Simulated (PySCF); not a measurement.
**C$_{3}$H$_{9}$Cl$_{3}$NSiTa (Ta(NSiMe3)Cl3): density, localisation and related maps**

Input

```
{"job": {"kind": "uv", "xc": "wB97X-D", "basis": "def2-SVPD", "ip": false, "nstates": 10}, "charge": 0, "multiplicity": 1}
Ta     0.209470    -0.348111    -2.913609
N      0.071727    -0.071742    -1.194892
Si    -0.045703     0.092614     0.560844
C     -1.858663    -0.056354     1.004297
C      0.648813     1.771349     1.013848
C      0.968670    -1.302773     1.290413
H     -2.260699    -1.022841     0.663086
H     -2.010793     0.013946     2.093026
H     -2.442775     0.744005     0.524285
H      0.612598     1.934886     2.102624
H      1.697306     1.857747     0.689175
H      0.074141     2.574439     0.527013
H      0.575301    -2.276604     0.959795
H      2.016562    -1.229724     0.960094
H      0.952570    -1.281206     2.391441
Cl     2.465098    -0.574280    -3.342320
Cl    -0.759886     1.473933    -3.936309
Cl    -0.970057    -2.282343    -3.315072
```

Command:

```sh
OMP_NUM_THREADS=1 python probes_run.py task.json out
```

Geometry: PBE0-D3(BJ)/def2-SVP; core potentials replace the inner electrons of Ta.

Computed with wB97X-D/def2-SVPD, SCF density, gas phase, scalar-relativistic core potentials on the heavy atoms (PySCF 2.14.0).

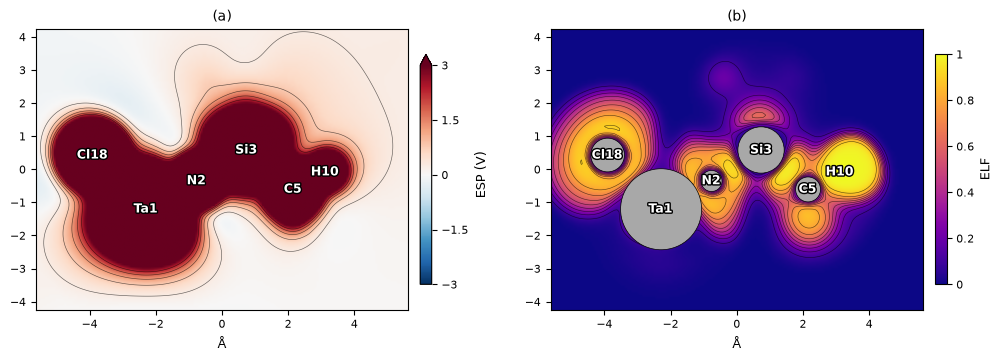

Figure 1. (a) electrostatic potential; (b) electron localisation function on the plane of atoms N2, Ta1 and Cl18. Grey discs cover the atomic cores in the ELF map.

Q: What does the map show?

A: Atoms in the plane: Ta, N, Si, C, H and Cl. Ta–N (1.75 Å): the ELF peaks at about 0.80 in the valence shell of N, 0.6 Å from its nucleus, and drops to about 0.35 between the two atoms. Si–N (1.77 Å): the ELF peaks at about 0.95 between the atoms (a shared but strongly polarised pair). C–Si (1.87 Å): the ELF peaks at about 0.95 between the atoms (localised, covalent bonding). Ta–Cl (2.30 Å): the ELF peaks at about 0.85 in the valence shell of Cl, 0.8 Å from its nucleus, and is about 0.40 at the midpoint. C–H (1.10 Å): the ELF climbs to about 1 towards the hydrogen, as it does in any bond to H (an ordinary covalent bond to hydrogen). The potential has no marked negative region in this plane.

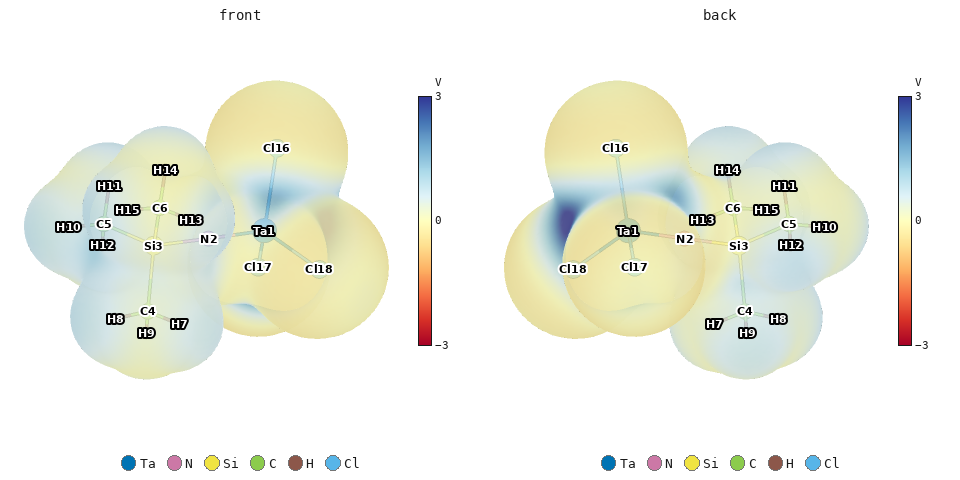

Figure 2. The molecular electrostatic potential painted on the density surface at 0.002 e/bohr³, seen from the front and from behind; the colour scale runs from red (negative) to blue (positive).

Q: Describe the electrostatic potential map.

A: The most negative region (about −0.3 V) lies over Cl16, Cl17 and Cl18, the most positive (about +2.7 V) over Ta1.

Q: What dipole moment does the calculation give?

A: Its dipole moment is 2.11 D.
